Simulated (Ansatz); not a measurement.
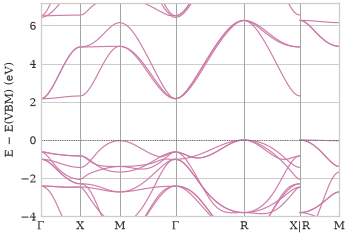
Fig. 1. Band structure from PBE in the plane-wave PAW code Ansatz

Task: Read off the gap and where the band edges lie.

Result: About 2.2 eV (2.16 eV by a search for the band edges); maximum at R, minimum at Γ.

The material is KTaO3 (cubic perovskite, space group No. 221).

Space group Pm-3m (cubic perovskite). The cell was relaxed with PBE under the symmetry of its start. No spin polarisation was allowed. Scalar-relativistic: spin–orbit coupling is off unless named, which matters more the heavier the elements.

Potentials: the later of the program's two PAW sets.
